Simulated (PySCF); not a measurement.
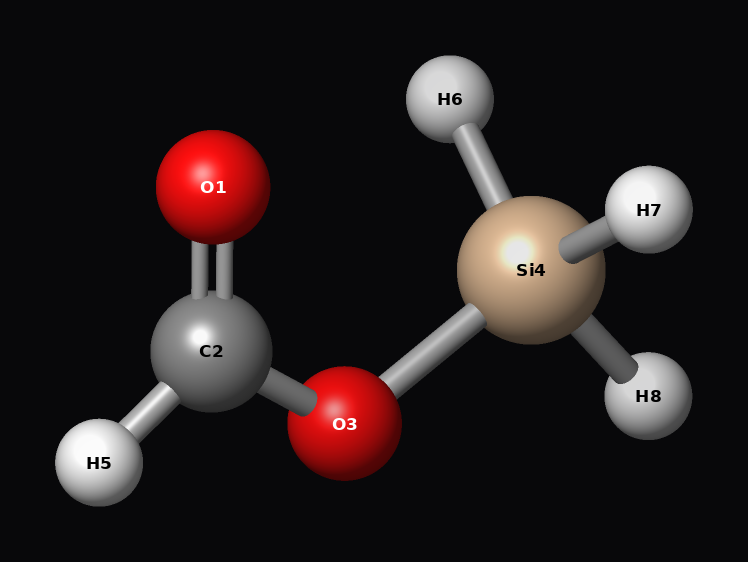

The computed structure is the end point of a PBE0-D3(BJ)/def2-SVP optimisation. No frequency run is at hand to confirm it as a minimum. Properties computed with delta-SCF UKS SCAN, pcX-2 on the ionised atom, pcseg-1 elsewhere, spin-free X2C (PySCF 2.14.0).

Give the core-electron binding energies (to vacuum; p and d levels without spin–orbit splitting) of O1 1s, C2 1s, O3 1s, Si4 1s, Si4 2p.

```csv
atom,level,binding energy (eV)
O1,1s,538.4
C2,1s,295.3
O3,1s,539.5
Si4,1s,1848.0
Si4,2p,108.3
```
